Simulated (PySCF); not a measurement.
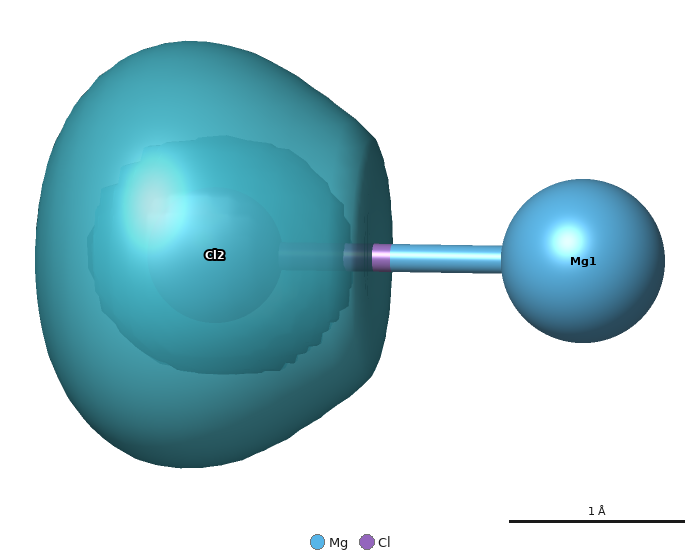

Figure. MgCl (charge +1). Isosurface of the electron localisation function at 0.8 (cyan), seen from one side. Core shells and regions of very low density are left out.

These are results of PBE0/6-311G(d,p), non-relativistic, at a bond length of 2.130 Å (PySCF), not measurements.

```xyz
2

Mg    0.0000    0.0000   -1.2634
Cl    0.0000    0.0000    0.8666
```

### Describe the localisation domains.

The surface consists of one region wrapped around Cl (its valence shell). Profiles from the grid: Mg–Cl (2.13 Å): the ELF peaks at about 0.85 in the valence shell of Cl, 0.9 Å from its nucleus, and falls to about 0.05 next to Mg: an ionic contact with no shared pair.
